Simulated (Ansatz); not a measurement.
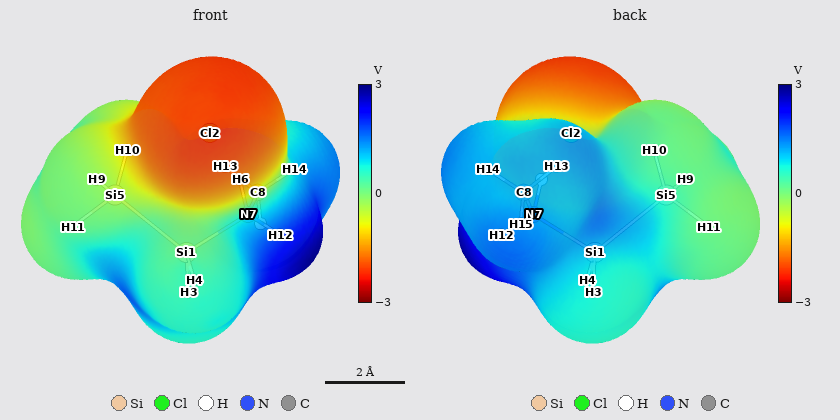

Figure. CH₁₀NSi₂···Cl. The molecular electrostatic potential painted on the density surface at 0.002 e/bohr³, seen from the front and from behind; red is negative and blue positive.

All numbers below come from Ansatz 0.2.0, RKS revPBE-D4/6-31G*.

```yaml
atoms:
  - { symbol: Si, position_ang: [-0.9061, -0.9261, 0.1131] }
  - { symbol: Cl, position_ang: [1.1787, 0.8483, 2.2037] }
  - { symbol: H, position_ang: [-1.3764, -1.4423, -1.2191] }
  - { symbol: H, position_ang: [-1.1029, -1.9960, 1.1397] }
  - { symbol: Si, position_ang: [-1.7192, 1.2086, 0.6726] }
  - { symbol: H, position_ang: [1.2282, -0.2194, 0.8829] }
  - { symbol: N, position_ang: [0.9483, -0.8392, -0.0759] }
  - { symbol: C, position_ang: [1.4577, -0.0930, -1.2625] }
  - { symbol: H, position_ang: [-1.9298, 1.3645, 2.1384] }
  - { symbol: H, position_ang: [-0.8585, 2.2667, 0.0605] }
  - { symbol: H, position_ang: [-3.0640, 1.2812, -0.0148] }
  - { symbol: H, position_ang: [1.3860, -1.7680, -0.0073] }
  - { symbol: H, position_ang: [1.0822, 0.9390, -1.1995] }
  - { symbol: H, position_ang: [2.5576, -0.0656, -1.2309] }
  - { symbol: H, position_ang: [1.1182, -0.5587, -2.2010] }
```

**Describe the electrostatic potential map.**

The most negative region (about −2.1 V) lies over Cl2, the most positive (about +2.8 V) over H12.
